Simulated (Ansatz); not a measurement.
# CH5ClZn (built from SMILES [CH3][Zn][Cl].[H][H]): search for a transition state, part 2 of 2

Ansatz 0.2.0, Gaussian basis; PBE0-D4.

**7. Relaxing after a step of 0.30 Å one way along the mode**

Contents of downa/in.yaml:

```yaml
crystal:
  periodic: [false, false, false]
  atoms:
    - {symbol: Zn, position_ang: [-1.027651, 0.325944, -0.703837]}
    - {symbol: C, position_ang: [0.784723, -0.311077, 0.449615]}
    - {symbol: Cl, position_ang: [-1.814687, -0.315323, -2.548163]}
    - {symbol: H, position_ang: [-0.057760, 0.482765, 0.639939]}
    - {symbol: H, position_ang: [-1.247026, 1.355072, 0.541136]}
    - {symbol: H, position_ang: [1.566885, -0.167002, -0.313543]}
    - {symbol: H, position_ang: [1.197508, 0.021518, 1.393341]}
    - {symbol: H, position_ang: [0.598107, -1.391997, 0.541511]}
basis:
  gaussian: {orbitals: def2-TZVP}
hamiltonian: {xc: pbe0, dispersion: d4}
relax: {f_tol: 0.005, max_steps: 200}
```

Started as:

```bash
$ ansatz run in.yaml --threads 4 --pin off --events-out ev --progress --plain --max-ram 9574MiB
```

The program printed:

```text
Functional definition: PBE0
  name "PBE0"
  cite "Adamo & Barone, J. Chem. Phys. 110, 6158 (1999) doi:10.1063/1.478522"
  cite "Perdew, Burke & Ernzerhof, Phys. Rev. Lett. 77, 3865 (1996) doi:10.1103/PhysRevLett.77.3865"
  parent pbe
  parameter a = 0.25
  parameter kappa = 0.804
  parameter beta = 0.06672455060314922
  exchange = (1 - a)*pbe_x(kappa = kappa, mu = beta*pi^2/3) + a*exact_x
  correlation = pbe_c(beta = beta)
1209 factors; their error is unknown
mean field evaluation 1: about -62042.6907 eV, gradient 6.1e1 eV
mean field evaluation 2: about -62037.8293 eV, gradient 9.5e1 eV
mean field evaluation 4: about -62049.0953 eV, gradient 4.1e0 eV
mean field evaluation 8: about -62049.1168 eV, gradient 3.2e-2 eV
mean field evaluation 16: about -62049.2302 eV, gradient 4.3e-5 eV
mean field -62049.23016678 eV, -2280.2671501503 hartree, gradient 4.3e-5 eV, S^2 0.000000; 0 other end points of the search recorded, 0 dependent functions left out
the calculation of the forces begins
reference -62049.23019971 eV, -2280.2671513607 hartree; 29, 29 occupied and 117, 117 virtual orbitals, 1209 factors
relax step   1: F+E_penalty+E_count = -62049.33963723 eV  Δ(F+E_penalty+E_count) = +0.000e0 eV  max|allowed force component| = 1.424e0 eV/Å  Δτ_max = 0.0000 Å  (27 SCF iters, accepted)
these checks for a lower state are left out or cut short: starts, cluster_reference, orbital_swaps, neighbouring_geometries, increment
1209 factors; their error is unknown
mean field -62049.78668497 eV, -2280.2876018167 hartree, gradient 1.8e-5 eV, S^2 0.000000; 0 other end points of the search recorded, 0 dependent functions left out
the calculation of the forces begins
reference -62049.78671817 eV, -2280.2876030368 hartree; 29, 29 occupied and 117, 117 virtual orbitals, 1209 factors
relax step   2: F+E_penalty+E_count = -62049.89456873 eV  Δ(F+E_penalty+E_count) = -5.549e-1 eV  max|allowed force component| = 1.469e0 eV/Å  Δτ_max = 0.1926 Å  (30 SCF iters, accepted)
these checks for a lower state are left out or cut short: starts, cluster_reference, orbital_swaps, neighbouring_geometries, increment
1209 factors; their error is unknown
mean field evaluation 32: about -62050.3637 eV, gradient 2.3e-5 eV
mean field -62050.36368370 eV, -2280.3088061288 hartree, gradient 2.3e-5 eV, S^2 0.000000; 0 other end points of the search recorded, 0 dependent functions left out
the calculation of the forces begins
reference -62050.36371731 eV, -2280.3088073639 hartree; 29, 29 occupied and 117, 117 virtual orbitals, 1209 factors
relax step   3: F+E_penalty+E_count = -62050.46890254 eV  Δ(F+E_penalty+E_count) = -5.743e-1 eV  max|allowed force component| = 1.037e0 eV/Å  Δτ_max = 0.1946 Å  (35 SCF iters, accepted)
these checks for a lower state are left out or cut short: starts, cluster_reference, orbital_swaps, neighbouring_geometries, increment
1209 factors; their error is unknown
mean field -62050.63477024 eV, -2280.3187683754 hartree, gradient 9.7e-6 eV, S^2 0.000000; 0 other end points of the search recorded, 0 dependent functions left out
the calculation of the forces begins
reference -62050.63480418 eV, -2280.3187696228 hartree; 29, 29 occupied and 117, 117 virtual orbitals, 1209 factors
relax step   4: F+E_penalty+E_count = -62050.73712580 eV  Δ(F+E_penalty+E_count) = -2.682e-1 eV  max|allowed force component| = 7.110e-1 eV/Å  Δτ_max = 0.1948 Å  (29 SCF iters, accepted)
these checks for a lower state are left out or cut short: starts, cluster_reference, orbital_swaps, neighbouring_geometries, increment
1209 factors; their error is unknown
mean field -62050.73997394 eV, -2280.3226345402 hartree, gradient 5.5e-6 eV, S^2 0.000000; 0 other end points of the search recorded, 0 dependent functions left out
the calculation of the forces begins
reference -62050.74000803 eV, -2280.3226357931 hartree; 29, 29 occupied and 117, 117 virtual orbitals, 1209 factors
relax step   5: F+E_penalty+E_count = -62050.84280997 eV  Δ(F+E_penalty+E_count) = -1.057e-1 eV  max|allowed force component| = 4.750e-1 eV/Å  Δτ_max = 0.1496 Å  (29 SCF iters, accepted)
these checks for a lower state are left out or cut short: starts, cluster_reference, orbital_swaps, neighbouring_geometries, increment
1209 factors; their error is unknown
mean field -62050.80861791 eV, -2280.3251571593 hartree, gradient 2.5e-5 eV, S^2 0.000000; 0 other end points of the search recorded, 0 dependent functions left out
the calculation of the forces begins
reference -62050.80865217 eV, -2280.3251584187 hartree; 29, 29 occupied and 117, 117 virtual orbitals, 1209 factors
relax step   6: F+E_penalty+E_count = -62050.91000319 eV  Δ(F+E_penalty+E_count) = -6.719e-2 eV  max|allowed force component| = 2.081e-1 eV/Å  Δτ_max = 0.1999 Å  (29 SCF iters, accepted)
these checks for a lower state are left out or cut short: starts, cluster_reference, orbital_swaps, neighbouring_geometries, increment
1209 factors; their error is unknown
mean field -62050.84044991 eV, -2280.3263269639 hartree, gradient 6.8e-6 eV, S^2 0.000000; 0 other end points of the search recorded, 0 dependent functions left out
the calculation of the forces begins
reference -62050.84048443 eV, -2280.3263282324 hartree; 29, 29 occupied and 117, 117 virtual orbitals, 1209 factors
relax step   7: F+E_penalty+E_count = -62050.93906547 eV  Δ(F+E_penalty+E_count) = -2.906e-2 eV  max|allowed force component| = 8.011e-2 eV/Å  Δτ_max = 0.1999 Å  (30 SCF iters, accepted)
these checks for a lower state are left out or cut short: starts, cluster_reference, orbital_swaps, neighbouring_geometries, increment
1209 factors; their error is unknown
mean field evaluation 64: about -62050.8466 eV, gradient 7.6e-5 eV
mean field -62050.84662027 eV, -2280.3265537205 hartree, gradient 2.3e-5 eV, S^2 0.000000; 0 other end points of the search recorded, 0 dependent functions left out
the calculation of the forces begins
reference -62050.84665465 eV, -2280.3265549838 hartree; 29, 29 occupied and 117, 117 virtual orbitals, 1209 factors
relax step   8: F+E_penalty+E_count = -62050.94467747 eV  Δ(F+E_penalty+E_count) = -5.612e-3 eV  max|allowed force component| = 3.390e-2 eV/Å  Δτ_max = 0.1079 Å  (28 SCF iters, accepted)
these checks for a lower state are left out or cut short: starts, cluster_reference, orbital_swaps, neighbouring_geometries, increment
1209 factors; their error is unknown
mean field -62050.83913185 eV, -2280.3262785262 hartree, gradient 2.5e-5 eV, S^2 0.000000; 0 other end points of the search recorded, 0 dependent functions left out
the calculation of the forces begins
reference -62050.83916633 eV, -2280.3262797932 hartree; 29, 29 occupied and 117, 117 virtual orbitals, 1209 factors
relax step   9: F+E_penalty+E_count = -62050.93717541 eV  Δ(F+E_penalty+E_count) = +7.502e-3 eV  max|allowed force component| = 4.882e-1 eV/Å  Δτ_max = 0.1926 Å  (28 SCF iters, rejected (line search))
these checks for a lower state are left out or cut short: starts, cluster_reference, orbital_swaps, neighbouring_geometries, increment
1209 factors; their error is unknown
mean field -62050.84945026 eV, -2280.3266577207 hartree, gradient 2.3e-5 eV, S^2 0.000000; 0 other end points of the search recorded, 0 dependent functions left out
the calculation of the forces begins
reference -62050.84948455 eV, -2280.3266589808 hartree; 29, 29 occupied and 117, 117 virtual orbitals, 1209 factors
relax step  10: F+E_penalty+E_count = -62050.94758144 eV  Δ(F+E_penalty+E_count) = -2.904e-3 eV  max|allowed force component| = 1.102e-2 eV/Å  Δτ_max = 0.0917 Å  (28 SCF iters, accepted)
these checks for a lower state are left out or cut short: starts, cluster_reference, orbital_swaps, neighbouring_geometries, increment
1209 factors; their error is unknown
mean field -62050.85033640 eV, -2280.3266902858 hartree, gradient 2.3e-5 eV, S^2 0.000000; 0 other end points of the search recorded, 0 dependent functions left out
the calculation of the forces begins
reference -62050.85037080 eV, -2280.3266915498 hartree; 29, 29 occupied and 117, 117 virtual orbitals, 1209 factors
relax step  11: F+E_penalty+E_count = -62050.94827610 eV  Δ(F+E_penalty+E_count) = -6.947e-4 eV  max|allowed force component| = 1.251e-1 eV/Å  Δτ_max = 0.0975 Å  (29 SCF iters, accepted)
these checks for a lower state are left out or cut short: starts, cluster_reference, orbital_swaps, neighbouring_geometries, increment
1209 factors; their error is unknown
mean field -62050.85158153 eV, -2280.3267360433 hartree, gradient 2.3e-5 eV, S^2 0.000000; 0 other end points of the search recorded, 0 dependent functions left out
the calculation of the forces begins
reference -62050.85161595 eV, -2280.3267373084 hartree; 29, 29 occupied and 117, 117 virtual orbitals, 1209 factors
relax step  12: F+E_penalty+E_count = -62050.94926689 eV  Δ(F+E_penalty+E_count) = -9.908e-4 eV  max|allowed force component| = 1.786e-2 eV/Å  Δτ_max = 0.0201 Å  (29 SCF iters, accepted)
these checks for a lower state are left out or cut short: starts, cluster_reference, orbital_swaps, neighbouring_geometries, increment
1209 factors; their error is unknown
mean field evaluation 96: about -62050.7341 eV, gradient 9.6e-1 eV
mean field -62050.85177075 eV, -2280.3267429969 hartree, gradient 2.3e-5 eV, S^2 0.000000; 0 other end points of the search recorded, 0 dependent functions left out
the calculation of the forces begins
reference -62050.85180521 eV, -2280.3267442635 hartree; 29, 29 occupied and 117, 117 virtual orbitals, 1209 factors
relax step  13: F+E_penalty+E_count = -62050.94945415 eV  Δ(F+E_penalty+E_count) = -1.873e-4 eV  max|allowed force component| = 8.679e-3 eV/Å  Δτ_max = 0.0248 Å  (29 SCF iters, accepted)
these checks for a lower state are left out or cut short: starts, cluster_reference, orbital_swaps, neighbouring_geometries, increment
1209 factors; their error is unknown
mean field -62050.85167962 eV, -2280.3267396481 hartree, gradient 2.3e-5 eV, S^2 0.000000; 0 other end points of the search recorded, 0 dependent functions left out
the calculation of the forces begins
reference -62050.85171410 eV, -2280.3267409153 hartree; 29, 29 occupied and 117, 117 virtual orbitals, 1209 factors
relax step  14: F+E_penalty+E_count = -62050.94961049 eV  Δ(F+E_penalty+E_count) = -1.563e-4 eV  max|allowed force component| = 1.995e-2 eV/Å  Δτ_max = 0.0364 Å  (28 SCF iters, accepted)
these checks for a lower state are left out or cut short: starts, cluster_reference, orbital_swaps, neighbouring_geometries, increment
1209 factors; their error is unknown
mean field -62050.85181489 eV, -2280.3267446193 hartree, gradient 2.3e-5 eV, S^2 0.000000; 0 other end points of the search recorded, 0 dependent functions left out
the calculation of the forces begins
reference -62050.85184939 eV, -2280.3267458871 hartree; 29, 29 occupied and 117, 117 virtual orbitals, 1209 factors
relax step  15: F+E_penalty+E_count = -62050.94965390 eV  Δ(F+E_penalty+E_count) = -4.341e-5 eV  max|allowed force component| = 1.234e-2 eV/Å  Δτ_max = 0.0182 Å  (29 SCF iters, accepted)
these checks for a lower state are left out or cut short: starts, cluster_reference, orbital_swaps, neighbouring_geometries, increment
1209 factors; their error is unknown
mean field -62050.85183008 eV, -2280.3267451774 hartree, gradient 2.3e-5 eV, S^2 0.000000; 0 other end points of the search recorded, 0 dependent functions left out
the calculation of the forces begins
reference -62050.85186458 eV, -2280.3267464452 hartree; 29, 29 occupied and 117, 117 virtual orbitals, 1209 factors
relax step  16: F+E_penalty+E_count = -62050.94966764 eV  Δ(F+E_penalty+E_count) = -1.374e-5 eV  max|allowed force component| = 1.317e-3 eV/Å  Δτ_max = 0.0056 Å  (30 SCF iters, accepted)
1209 factors; their error is unknown
mean field evaluation 128: about -62050.4667 eV, gradient 1.6e1 eV
mean field -62050.85183008 eV, -2280.3267451774 hartree, gradient 2.6e-5 eV, S^2 0.000000; 1 other end points of the search recorded, 0 dependent functions left out
the calculation of the forces begins
reference -62050.85186458 eV, -2280.3267464452 hartree; 29, 29 occupied and 117, 117 virtual orbitals, 1209 factors
Total energy: -62050.94970214 eV, -2280.3303419092 hartree
Atom 0 at    -1.732072     0.750469    -0.893764 Å, force     0.000282     0.000052     0.000428 eV/Å
Atom 1 at     1.026912    -0.377331     0.628350 Å, force    -0.000905     0.001317     0.000714 eV/Å
Atom 2 at    -1.398036    -0.598242    -2.475159 Å, force    -0.000360     0.000319     0.000015 eV/Å
Atom 3 at     0.496491     0.412456     1.162428 Å, force     0.000612    -0.001036    -0.000839 eV/Å
Atom 4 at    -2.023206     1.744382     0.220013 Å, force     0.000039    -0.000426    -0.000571 eV/Å
Atom 5 at     1.347821    -0.019669    -0.350242 Å, force     0.000281    -0.000138     0.000442 eV/Å
Atom 6 at     1.902812    -0.667190     1.208255 Å, force    -0.000357    -0.000088    -0.000503 eV/Å
Atom 7 at     0.379377    -1.244976     0.500118 Å, force     0.000408     0.000001     0.000314 eV/Å
Dipole moment:     0.013065     0.202477     0.309919 e Å
```

Run time: 75 s. Hardware: 4 threads of Intel Xeon at 2.50GHz, shared host.

The steps of the relaxation: (the energy doesn't fall at every step)

| step | energy from step 1 (eV) | largest force component (eV/Å) |
| --- | --- | --- |
| 1 | 0.0000 | 1.4242 |
| 2 | -0.5549 | 1.4692 |
| 3 | -1.1293 | 1.0374 |
| 4 | -1.3975 | 0.7110 |
| 5 | -1.5032 | 0.4750 |
| 6 | -1.5704 | 0.2081 |
| 7 | -1.5994 | 0.0801 |
| 8 | -1.6050 | 0.0339 |
| 9 | -1.5975 | 0.4882 |
| 10 | -1.6079 | 0.0110 |
| 11 | -1.6086 | 0.1251 |
| 12 | -1.6096 | 0.0179 |
| 13 | -1.6098 | 0.0087 |
| 14 | -1.6100 | 0.0199 |
| 15 | -1.6100 | 0.0123 |
| 16 | -1.6100 | 0.0013 |

Close pairs (by a distance rule), those that changed most:

| bond | before (Å) | after (Å) | change (Å) |
| --- | --- | --- | --- |
| Zn1–H4 | 1.665 | 3.051 | +1.386 |
| Zn1–C2 | 2.241 | 3.347 | +1.106 |
| Zn1–H5 | 1.630 | 1.521 | -0.109 |
| C2–H4 | 1.173 | 1.091 | -0.082 |
| C2–H6 | 1.102 | 1.090 | -0.012 |
| C2–H8 | 1.101 | 1.090 | -0.011 |
| C2–H7 | 1.082 | 1.090 | +0.007 |
| Zn1–Cl3 | 2.105 | 2.105 | -0.000 |

**8. Relaxing after a step of 0.30 Å the other way along the mode**

Contents of downb/in.yaml:

```yaml
crystal:
  periodic: [false, false, false]
  atoms:
    - {symbol: Zn, position_ang: [-0.803114, 0.121262, -0.745116]}
    - {symbol: C, position_ang: [0.823531, -0.407826, 0.353065]}
    - {symbol: Cl, position_ang: [-1.858510, -0.272884, -2.536783]}
    - {symbol: H, position_ang: [-0.496394, 0.884561, 0.718422]}
    - {symbol: H, position_ang: [-1.096984, 1.327966, 0.676010]}
    - {symbol: H, position_ang: [1.648627, -0.229754, -0.330143]}
    - {symbol: H, position_ang: [1.113889, 0.045332, 1.331005]}
    - {symbol: H, position_ang: [0.669055, -1.468758, 0.533541]}
basis:
  gaussian: {orbitals: def2-TZVP}
hamiltonian: {xc: pbe0, dispersion: d4}
relax: {f_tol: 0.005, max_steps: 200}
```

Started as:

```bash
$ ansatz run in.yaml --threads 4 --pin off --events-out ev --progress --plain --max-ram 9574MiB
```

The program printed (excerpt; [...] marks lines left out):

```text
[... 5 set-up lines as earlier in the session ...]
[...]
1209 factors; their error is unknown
[...]
mean field -62049.01661193 eV, -2280.2593021543 hartree, gradient 2.2e-5 eV, S^2 0.000000; 0 other end points of the search recorded, 0 dependent functions left out
[...]
reference -62049.01664473 eV, -2280.2593033597 hartree; 29, 29 occupied and 117, 117 virtual orbitals, 1209 factors
relax step   1: F+E_penalty+E_count = -62049.12557795 eV  Δ(F+E_penalty+E_count) = +0.000e0 eV  max|allowed force component| = 1.704e0 eV/Å  Δτ_max = 0.0000 Å  (27 SCF iters, accepted)
[...]
reference -62050.43360266 eV, -2280.3113756033 hartree; 29, 29 occupied and 117, 117 virtual orbitals, 1209 factors
Total energy: -62050.53007768 eV, -2280.3149209948 hartree
Atom 0 at    -0.345103    -0.368543    -0.937350 Å, force     0.000311     0.000077     0.000020 eV/Å
Atom 1 at     1.163701    -0.791675     0.180813 Å, force    -0.000539    -0.000135    -0.000267 eV/Å
Atom 2 at    -1.991801     0.078188    -2.180050 Å, force    -0.000090     0.000033     0.000043 eV/Å
Atom 3 at    -1.380219     1.879536     1.163981 Å, force    -0.000763    -0.000095    -0.001013 eV/Å
Atom 4 at    -1.828152     1.825590     0.567677 Å, force     0.000705     0.000105     0.001027 eV/Å
Atom 5 at     2.096759    -0.630368    -0.361858 Å, force     0.000228    -0.000031    -0.000047 eV/Å
Atom 6 at     1.163215    -0.157604     1.069162 Å, force    -0.000035     0.000146     0.000076 eV/Å
Atom 7 at     1.121699    -1.835225     0.497626 Å, force     0.000184    -0.000100     0.000162 eV/Å
Dipole moment:     0.389041    -0.092525     0.312734 e Å
```

It took 73 s on 4 threads of Intel Xeon at 2.50GHz, shared host.

Along the way: (the energy doesn't fall at every step)

| step | energy from step 1 (eV) | largest force component (eV/Å) |
| --- | --- | --- |
| 1 | 0.0000 | 1.7041 |
| 2 | -0.6195 | 1.0771 |
| 3 | -1.0662 | 1.0366 |
| 4 | -1.2839 | 0.5955 |
| 5 | -1.3622 | 0.2880 |
| 6 | -1.3852 | 0.2359 |
| 7 | -1.3925 | 0.1341 |
| 8 | -1.3944 | 0.1624 |
| 9 | -1.3945 | 0.1715 |
| 10 | -1.3085 | 1.6002 |
| 11 | -1.3978 | 0.1306 |
| 12 | -1.4011 | 0.0167 |
| 13 | -1.3829 | 0.9272 |
| 14 | -1.4028 | 0.0194 |
| 15 | -1.4035 | 0.1038 |
| 16 | -1.4040 | 0.0547 |
| 17 | -1.4043 | 0.0066 |
| 18 | -1.4044 | 0.0197 |
| 19 | -1.4045 | 0.0093 |
| 20 | -1.4045 | 0.0010 |

Close pairs (by a distance rule), those that changed most:

| bond | before (Å) | after (Å) | change (Å) |
| --- | --- | --- | --- |
| Zn1–H4 | 1.679 | 3.247 | +1.568 |
| Zn1–H5 | 1.887 | 3.046 | +1.159 |
| Zn1–C2 | 2.033 | 1.925 | -0.108 |
| C2–H7 | 1.116 | 1.091 | -0.025 |
| Zn1–Cl3 | 2.116 | 2.111 | -0.006 |
| C2–H6 | 1.086 | 1.091 | +0.005 |
| C2–H8 | 1.087 | 1.091 | +0.004 |
| H4–H5 | 0.748 | 0.748 | +0.000 |

**9. What the saddle joins**

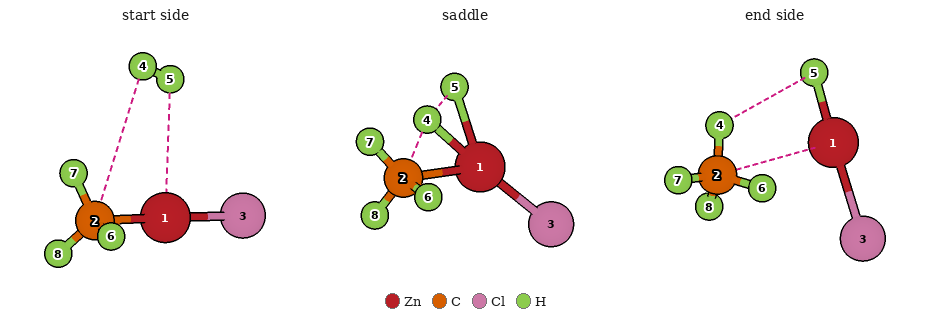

The minimum on the start side, the saddle and the minimum on the end side; broken lines mark the pairs that change.

| pair | start side (Å) | saddle (Å) | end side (Å) |
| --- | --- | --- | --- |
| Zn1–H5 | 3.046 | 1.759 | 1.521 |
| C2–H4 | 3.818 | 1.528 | 1.091 |
| Zn1–C2 | 1.925 | 2.136 | 3.347 |
| H4–H5 | 0.748 | 1.113 | 3.002 |

**10. Summary of results**

The summary covers parts 1 to 2.

| quantity | value |
| --- | --- |
| imaginary mode | 1629i cm⁻¹ |
| barrier from the start side | 44.9 kcal/mol |
| barrier from the end side | 54.6 kcal/mol |
| energy of the step | -9.7 kcal/mol |
| pairs that change | Zn1–H5 formed, C2–H4 formed, Zn1–C2 broken, H4–H5 broken |
| zero-point energy at the saddle | 1.329 eV |

In words: One imaginary mode, 1629i cm⁻¹, makes this a first-order saddle. Going downhill both ways gives the intended start and end. At PBE0-D4/def2-TZVP the electronic barrier is 44.9 kcal/mol, about 76 kT at 298 K, and the step runs 9.7 kcal/mol downhill. With so stiff a mode tunnelling counts: Wigner's rough correction is a factor of 3.6 at 298 K. Lower complexes than these ends may exist.
